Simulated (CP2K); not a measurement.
Consider trimethylphosphine oxide at its PBE geometry (Å).

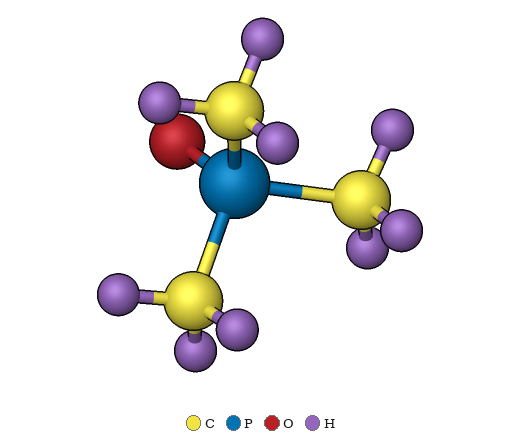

The molecule (carbon yellow, phosphorus blue, oxygen red, hydrogen purple).

```xyz
14

C     1.6170    0.0894   -0.3822
P     0.0966   -0.1929    0.5734
C    -0.8695   -1.3513   -0.4420
C    -0.8099    1.3817    0.4761
O     0.3380   -0.6677    1.9659
H     1.4072    0.4444   -1.4005
H     2.2356    0.8305    0.1404
H     2.1782   -0.8527   -0.4368
H    -1.8391   -1.5295    0.0407
H    -1.0340   -0.9706   -1.4593
H    -0.3293   -2.3055   -0.4967
H    -0.9693    1.7043   -0.5620
H    -0.2397    2.1533    1.0102
H    -1.7820    1.2665    0.9730
```

Method: CP2K XAS_TDP, all-electron GAPW, PBEh(45%), aug-cc-pVDZ, TDA, GW2X-corrected core level, ZORA, spin–orbit coupling.

Q: Where do the P L₂,₃-edge lines lie, and how strong are they?

Leading lines: P2 138.39 eV. The leading line of an atom is its first one with 35 % of the strongest within 2.5 eV of its lowest line over the strength cut. Core ionisation energies at this level: P2 139.22/139.22/140.11 eV; the 2p½ level lies 0.88 eV above the 2p3/2 pair.

The first six lines of each atom with a strength over 0.0003:

| atom | energy (eV) | states | strength, one atom | above the computed threshold |
| --- | --- | --- | --- | --- |
| P2 (bonded to 3 C and O) | 137.18 | 2 | 0.0031 |  |
|  | 137.25 | 1 | 0.0009 |  |
|  | 137.69 | 1 | 0.0019 |  |
|  | 137.79 | 2 | 0.0012 |  |
|  | 137.90 | 2 | 0.0004 |  |
|  | 137.94 | 4 | 0.0052 |  |

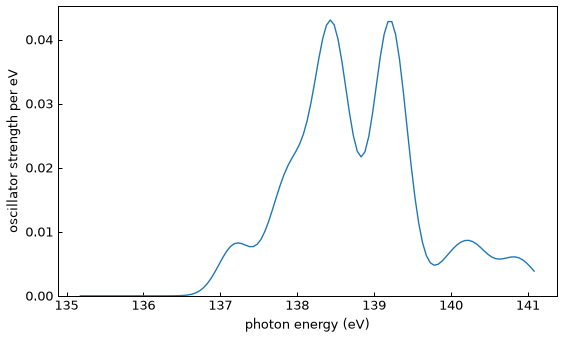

All atoms added, broadened by 0.5 eV.

Lines are vertical, at one geometry, with no vibrational structure. GW2X ionisation energies and lines can be off by 1 to 2 eV either way, and a good line position may hide errors that cancel. Rydberg lines, and the discretised continuum above threshold, depend on the basis and the box.

[Banner, clock and machine lines of the logs are left out without a mark of their own.]

[Logs are printed without paths, hosts, clocks, repeated set-up lines and the standing remarks that a program may print on its own settings, such as how far it seeks lower states.]

[Hosts, paths, dates, database ids (printed as entryN), source tags and the programs' standing remarks are cut or masked in the printed files.]
